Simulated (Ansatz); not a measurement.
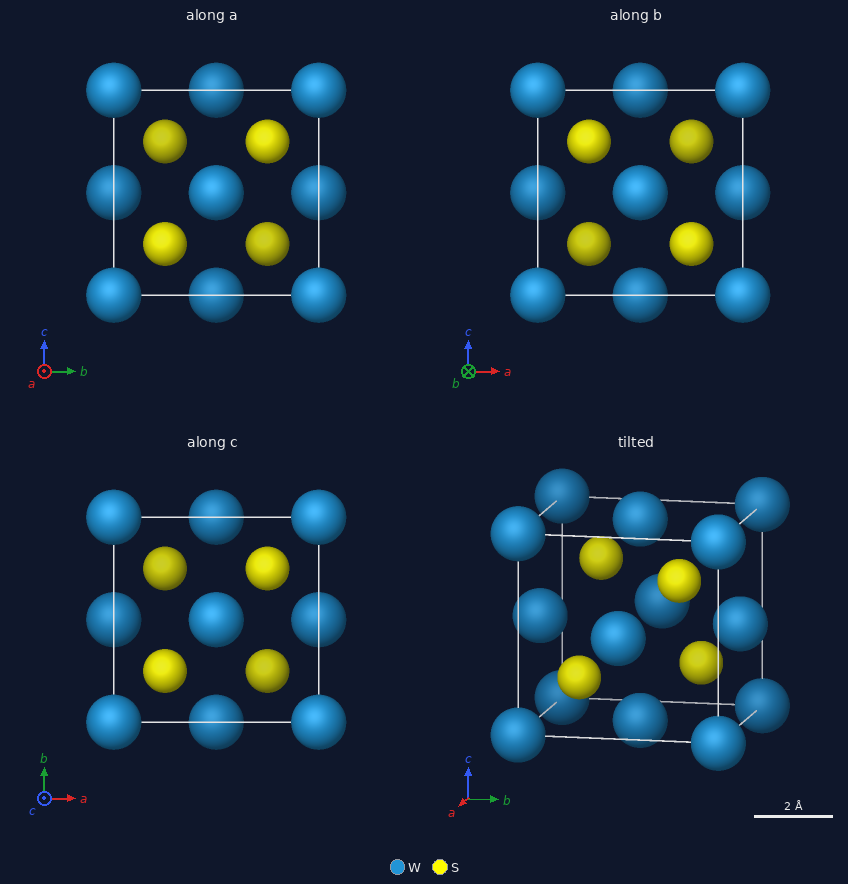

Spheres-only representation of a periodic structure, projected along the a axis, along the b axis, along the c axis and slightly off an axis. The conventional unit cell is drawn as a box.

Lattice parameters: a = 5.2797 Å, b = 5.2797 Å, c = 5.2797 Å, α = 90.000°, β = 90.000°, γ = 90.000°.

Express the structure as a CIF with its space group and independent sites.

```cif
data_structure
_symmetry_space_group_name_H-M 'F -4 3 m'
_symmetry_Int_Tables_number 216
_cell_length_a 5.2797
_cell_length_b 5.2797
_cell_length_c 5.2797
_cell_angle_alpha 90.000
_cell_angle_beta 90.000
_cell_angle_gamma 90.000
_cell_volume 147.17
loop_
_atom_site_label
_atom_site_type_symbol
_atom_site_symmetry_multiplicity
_atom_site_Wyckoff_symbol
_atom_site_fract_x
_atom_site_fract_y
_atom_site_fract_z
_atom_site_occupancy
W1 W 4 a 0.0000 0.0000 0.0000 1
S1 S 4 d 0.2500 0.2500 0.7500 1
```

The structure comes from a structure type filled with these elements by a generator (whether the compound takes this form wasn't checked). Earlier steps of the study may have refined or changed the cell and positions. It went into a calculation with Ansatz.
